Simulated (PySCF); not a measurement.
**C6H11OPSi: density, localisation and related maps**

```xyz
20

C    -2.4101   -1.6882   -0.3185
C    -1.7736   -0.5239   -0.2251
C    -0.3443   -0.3564   -0.0803
C     0.2674    0.8443   -0.0990
Si   -0.5793    2.5189   -0.2715
C     1.7654    0.8012    0.0121
P     2.0901   -0.8399    0.7548
O     3.3627   -1.5138    0.4907
C     0.5467   -1.5606    0.0847
H    -3.4792   -1.7337   -0.4341
H    -1.8973   -2.6348   -0.2913
H    -2.3388    0.3980   -0.2726
H    -1.2368    2.6194   -1.5766
H    -1.5576    2.6943    0.8049
H     0.4566    3.5470   -0.1614
H     2.1804    1.6305    0.5861
H     2.2382    0.8138   -0.9773
H     1.8106   -0.6554    2.1114
H     0.1146   -2.3196    0.7377
H     0.7792   -2.0302   -0.8778
```

Geometry: GFN2-xTB.

All numbers below come from PBE0/pcSseg-1, SCF density, gas phase, non-relativistic in PySCF 2.14.0.

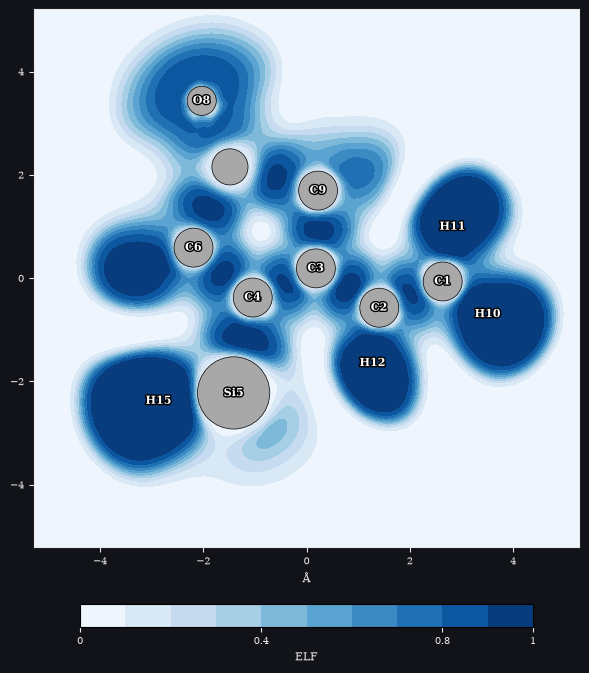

Figure 1. ELF on the plane of atoms C4, Si5 and H15. Grey discs cover the atomic cores.

### Interpret the plot.

- The section cuts through C, Si, O and H sites.
- C–C (1.33 Å): the ELF peaks at about 0.95 between the atoms: a multiple bond.
- C–Si (1.88 Å): the ELF peaks at about 0.95 between the atoms: a shared electron pair.
- C–H (1.08 Å): the ELF climbs to about 1 towards the hydrogen, as it does in any bond to H; a covalent bond by its length.
- C–C (1.45 Å): the ELF peaks at about 0.95 between the atoms (localised, covalent bonding).
- C–C (1.50 Å): the ELF peaks at about 0.95 between the atoms; a shared electron pair.
- The ELF also peaks beside O8, away from the bonds: lone-pair regions.

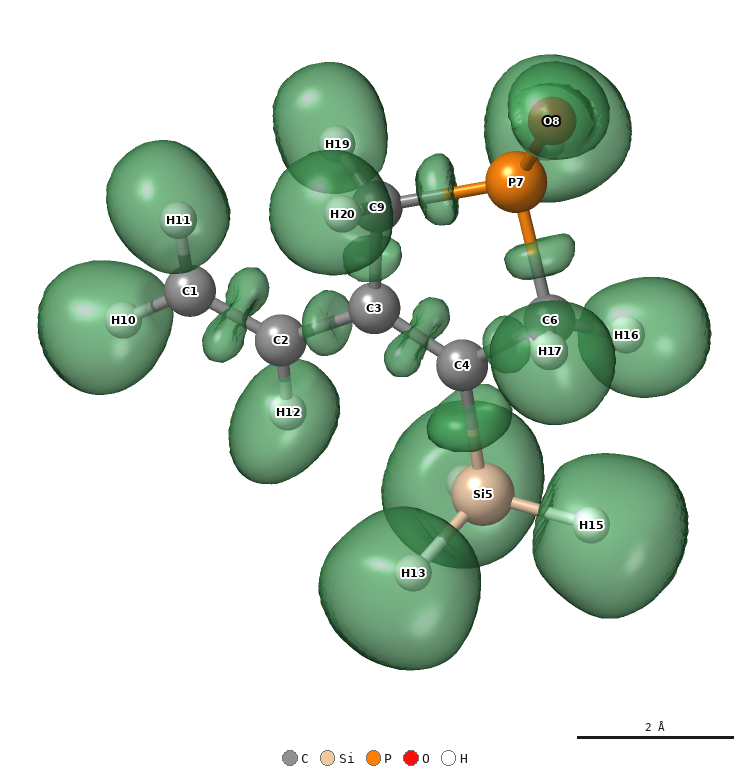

Figure 2. Isosurface of the ELF at 0.85 (green), seen at a tilt. Core shells and regions of very low density are left out.

### Where are the electrons localised?

At this value the surface marks out five regions between bonded C–C atoms (shared pairs), two regions between bonded C–P atoms (shared pairs), one region between bonded C–Si atoms (shared pairs), eleven regions around hydrogen nuclei and one lobe on O, pointing away from the bonds (lone pairs, which may merge into one lobe). Profiles from the grid: P–O (1.46 Å): the ELF peaks at about 0.80 between the atoms: a polar covalent bond.

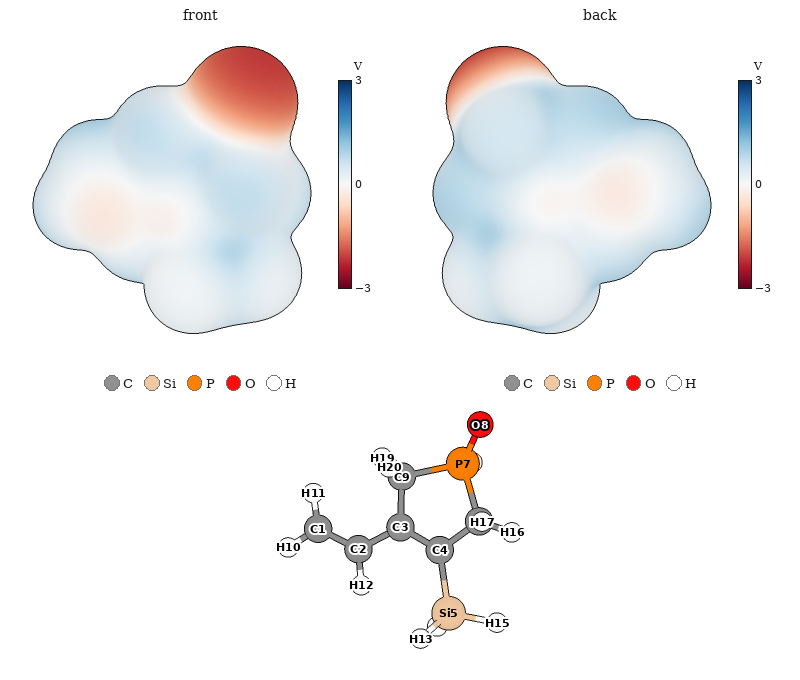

Figure 3. The molecular electrostatic potential painted on the density surface at 0.001 e/bohr³, seen from the front and from behind; red is negative and blue positive. The bare structure is drawn below in the same view.

### Which sites attract a positive test charge, and which a negative one?

A positive charge is drawn to the negative regions and a negative charge to the positive ones. The most negative region (about −2.1 V, or −48 kcal/mol for a unit charge) lies over O8, the most positive (about +0.9 V, or +21 kcal/mol for a unit charge) over Si5, H11, H16 and H19. O8 is the likeliest acceptor of a hydrogen bond.

### How polar is the molecule by this calculation?

Its dipole moment is 3.79 D.
